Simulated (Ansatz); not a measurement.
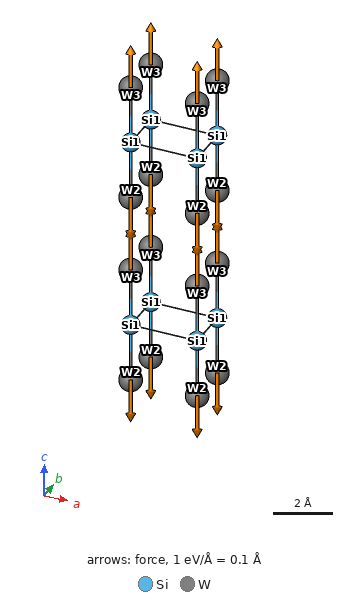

Starting geometry of crystalline SiW2 (a generated structure, set up in P6/mmm) (coarse preliminary run) with the computed forces as orange arrows. The picture is a ball-and-stick view of the cell of the calculation, seen slightly off an axis.

These are results of DFT PBE, scalar-relativistic, plane waves, PAW in Ansatz, not measurements.

Input file:
```yaml
crystal:
  lattice:
    - [3.08147635, 0.0, 0.0]
    - [-1.54073817, 2.6686368, 0.0]
    - [0.0, 0.0, 6.41546336]
  atoms:
    - { symbol: Si, position: [0.0, 0.0, 0.0] }
    - { symbol: W, position: [0.0, 0.0, 0.69902438] }
    - { symbol: W, position: [0.0, 0.0, 0.30097562] }
basis:
  ecutwfc: 420
kpoints:
  mp_grid: { grid: [6, 6, 4] }
hamiltonian:
  xc: pbe
scf:
  occupations: { method: gaussian, width: 0.1 }
  lower_state_search: "off"
output:
  forces: true
  stress: true
  eigenvalues: true
relax:
  adjacent_minimum: "off"
  f_tol: 0.04
  max_steps: 70
  cell: { stress_tol: 0.4 }
```

Launched with:
```bash
ansatz run input.yaml --threads 1 --pin off --max-ram 2560MiB --backend cpu --events-out ev --progress --plain --runs-dir out
```

> What follows when this structure is relaxed?

It isn't relaxed: the largest force vector, on W atoms, is 15.03 eV/Å. The atoms end up moving mostly along the starting forces (cosine between the two patterns 1.00). The largest moves relative to the cell, 0.26 Å, are those of W2 and W3. W3 goes along +c. Si stays in place. The drawn cell changes as follows: a = b 3.081 → 2.747 Å (−10.9 %), c 6.415 → 7.857 Å (+22.5 %); the volume changes by −2.7 %. Among the contacts that change: Si1–W2 1.931 → 2.620 Å, W2–W2 3.081 → 2.747 Å, Si1–Si1 3.081 → 2.747 Å, W2–W3 2.554 → 2.616 Å. The space group stays P6/mmm (No. 191). Over 10 accepted moves (13 points after the start) the energy falls by 2054 meV per atom. The largest force component goes from 15 to 0.0044 eV/Å. Pressure: 38.38 GPa at the start and 0.00 GPa at the end. The line search rejected the trial step at point 9 of the run. The SCF was repeated twice at an unchanged geometry on a basis and grid sized afresh for the cell, which shifted the energy by 5.0 meV per atom at most.
